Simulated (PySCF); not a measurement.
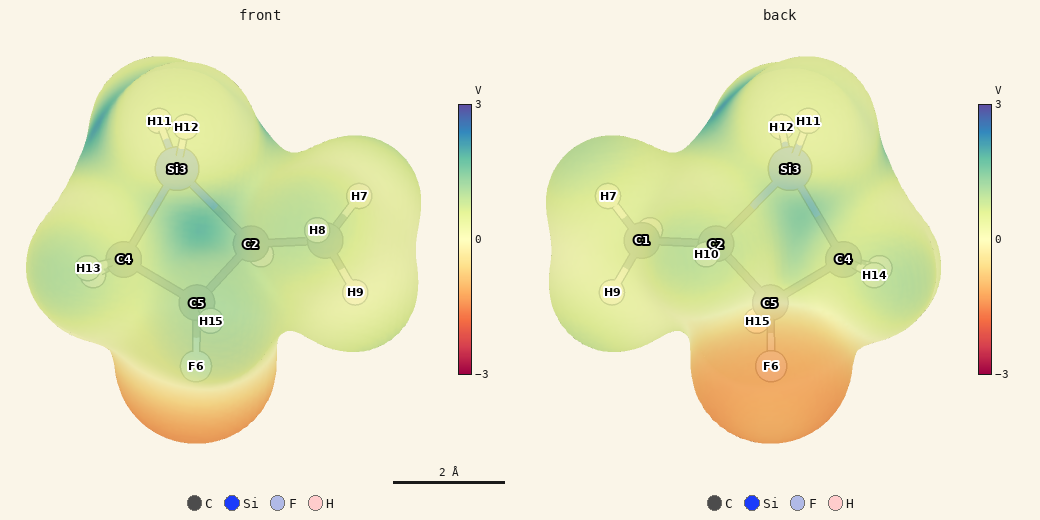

Figure 1: C$_{4}$H$_{9}$FSi. The molecular electrostatic potential painted on the density surface at 0.004 e/bohr³, seen from the front and from behind; the colour scale runs from red (negative) to blue (positive).

Geometry: GFN2-xTB.

Theory: PySCF, PBE0/pcSseg-1, SCF density, gas phase, non-relativistic.

```json
{"atom": "C", "x (Å)": "-1.8787", "y (Å)": "0.1759", "z (Å)": "-0.3805"}
{"atom": "C", "x (Å)": "-0.5671", "y (Å)": "0.1680", "z (Å)": "0.3870"}
{"atom": "Si", "x (Å)": "0.9024", "y (Å)": "1.2887", "z (Å)": "-0.1385"}
{"atom": "C", "x (Å)": "1.6996", "y (Å)": "-0.4309", "z (Å)": "0.1058"}
{"atom": "C", "x (Å)": "0.3101", "y (Å)": "-1.0766", "z (Å)": "0.1761"}
{"atom": "F", "x (Å)": "0.1970", "y (Å)": "-1.9984", "z (Å)": "1.1980"}
{"atom": "H", "x (Å)": "-2.4156", "y (Å)": "1.1059", "z (Å)": "-0.2051"}
{"atom": "H", "x (Å)": "-1.6978", "y (Å)": "0.0831", "z (Å)": "-1.4499"}
{"atom": "H", "x (Å)": "-2.5140", "y (Å)": "-0.6517", "z (Å)": "-0.0667"}
{"atom": "H", "x (Å)": "-0.7808", "y (Å)": "0.2562", "z (Å)": "1.4549"}
{"atom": "H", "x (Å)": "1.2944", "y (Å)": "2.3642", "z (Å)": "0.7670"}
{"atom": "H", "x (Å)": "0.8446", "y (Å)": "1.7285", "z (Å)": "-1.5316"}
{"atom": "H", "x (Å)": "2.3461", "y (Å)": "-0.8496", "z (Å)": "-0.6606"}
{"atom": "H", "x (Å)": "2.2060", "y (Å)": "-0.5406", "z (Å)": "1.0627"}
{"atom": "H", "x (Å)": "0.0495", "y (Å)": "-1.6145", "z (Å)": "-0.7406"}
```

**Describe the electrostatic potential map.**

The most negative region (about −1.3 V) lies over F6, the most positive (about +2.0 V) over Si3.

**How polar is the molecule by this calculation?**

Its dipole moment is 1.73 D.
